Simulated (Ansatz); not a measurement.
# Cu2Te: pressure series

Start from Cu2Te (space group P6/mmm, No. 191; a cell from a computed database, its experimental status unchecked; layered, stacked along the Cartesian z axis).

```xyz
6
Lattice="4.2326 0.0000 0.0000 -2.1163 3.6656 0.0000 0.0000 0.0000 8.4509" Properties=species:S:1:pos:R:3 pbc="T T T"
Cu     2.1163     1.2219     1.2564
Cu     0.0000     2.4437     7.1945
Cu     0.0000     2.4437     1.2564
Cu     2.1163     1.2219     7.1945
Te     0.0000     0.0000     2.2574
Te     0.0000     0.0000     6.1935
```

Cell and atoms are relaxed at each pressure.

Calculations: r2SCAN+rVV10 (Ansatz, a first-principles code; PAW; 500 eV plane waves; scalar-relativistic without spin-orbit coupling).

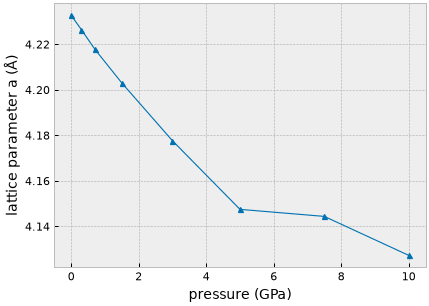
Figure: Lattice parameter a against pressure

**Question.** From the plot, what is the lattice parameter a for pressure 3 GPa?

**Answer.** About 4.178 Å.

**Question.** Is the trend monotonic over the range shown?

**Answer.** Yes, it falls throughout, spanning 4.127 Å to 4.233 Å.

Load acts through the strain it causes; cell and atoms are relaxed under it. Stability against distortions was not tested. No other phases were tried under pressure. The final runs are not spin-polarised.
